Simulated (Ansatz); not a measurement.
# CH7N3Si (SMILES NC=N[SiH2]N): what the fields show

Input file:

```
crystal:
  periodic: [false, false, false]
  atoms:
    - { symbol: "N", position_ang: [-1.8639, 1.4917, -0.3777] }
    - { symbol: C, position_ang: [-1.1645, 0.4051, -0.4253] }
    - { symbol: "N", position_ang: [-0.0681, 0.34, 0.1741] }
    - { symbol: Si, position_ang: [0.8664, -1.1631, 0.0594] }
    - { symbol: "N", position_ang: [2.1708, -0.7886, 0.944] }
    - { symbol: H, position_ang: [-2.4612, 1.767, -1.2143] }
    - { symbol: H, position_ang: [-1.3755, 2.3342, -0.0146] }
    - { symbol: H, position_ang: [-1.5925, -0.3824, -1.0261] }
    - { symbol: H, position_ang: [1.1681, -1.4203, -1.2972] }
    - { symbol: H, position_ang: [0.0361, -2.2397, 0.7635] }
    - { symbol: H, position_ang: [1.8114, -0.4781, 1.8891] }
    - { symbol: H, position_ang: [2.5499, 0.079, 0.559] }
basis:
  gaussian: { orbitals: def2-SVP }
hamiltonian:
  xc: pbe0
  dispersion: d4
relax:
  f_tol: 0.015
  max_steps: 40
output:
  orbitals: {}
```

Command:

```sh
ansatz run input.yaml --threads 2 --pin off --max-ram 3072MiB --backend cpu --events-out ev --progress --plain --runs-dir out
```

The fields are those of the relaxed geometry.

Method: RKS PBE0-D4/def2-SVP in Ansatz 0.2.0.

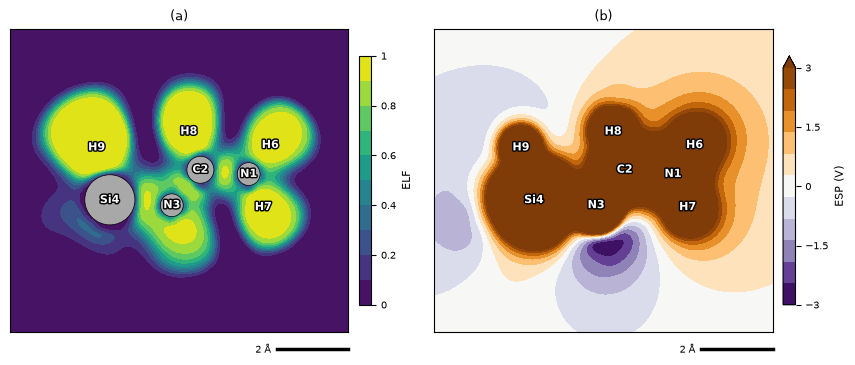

Figure 1. (a) electron localisation function; (b) molecular electrostatic potential on the plane of atoms N3, Si4 and H9. Grey discs cover the atomic cores in the ELF map.

What do the fields say about this system?

Answer.
- Atoms in the plane: N, C, Si and H.
- C–N (1.27 Å): the ELF peaks at about 0.90 between the atoms (a covalent bond).
- Si–N (1.74 Å): the ELF peaks at about 0.90 between the atoms; a polar covalent bond.
- N–H (1.01 Å): the ELF climbs to about 1 towards the hydrogen, as it does in any bond to H; a covalent bond by its length.
- C–N (1.35 Å): the ELF peaks at about 0.90 between the atoms (a covalent bond).
- C–H (1.11 Å): the ELF climbs to about 1 towards the hydrogen; a covalent bond by its length.
- The ELF also peaks beside N3, away from the bonds: lone-pair regions.
- Outside the dense part of the molecule the potential is most negative (−2.9 V) near N3.

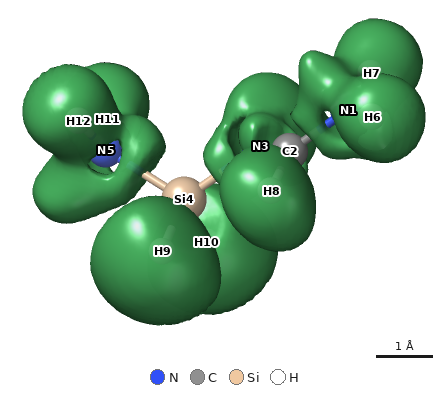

Figure 2. Isosurface of the ELF at 0.75 (green), seen at a tilt. Core shells and regions of very low density are left out.

Where are the electrons localised?

Answer. The surface consists of three regions around hydrogen nuclei, one region on N in which the atom's valence shell and bonds are merged and two joined regions spread over several atoms (H, N), in which their bonds and any lone pairs are merged.


 Si–N (1.73 Å): the ELF peaks at about 0.90 between the atoms; a polar covalent bond.

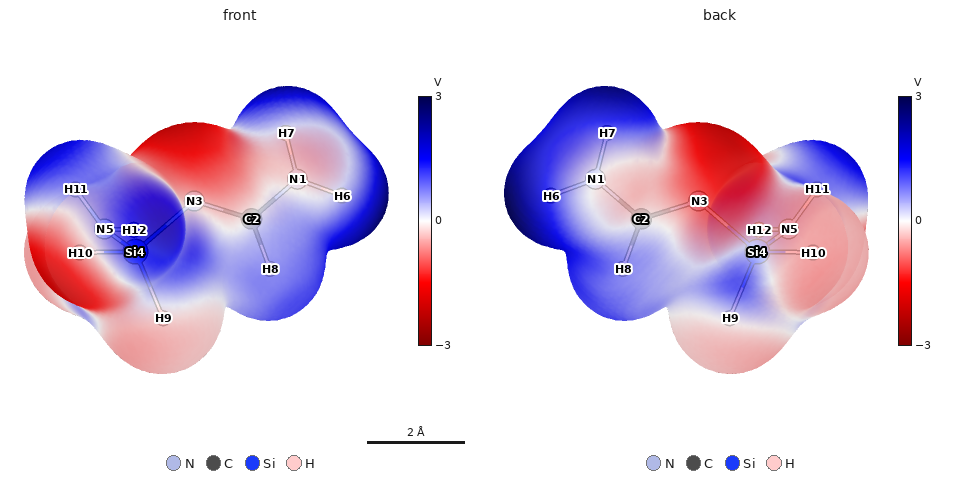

Figure 3. The molecular electrostatic potential painted on the density surface at 0.004 e/bohr³, seen from the front and from behind; the colour scale runs from red (negative) to blue (positive).

Which sites attract a positive test charge, and which a negative one?

Answer. A positive charge is drawn to the negative regions and a negative charge to the positive ones. The most negative region (about −2.1 V) lies over N3, the most positive (about +2.9 V) over H6. N3 is the likeliest acceptor of a hydrogen bond.
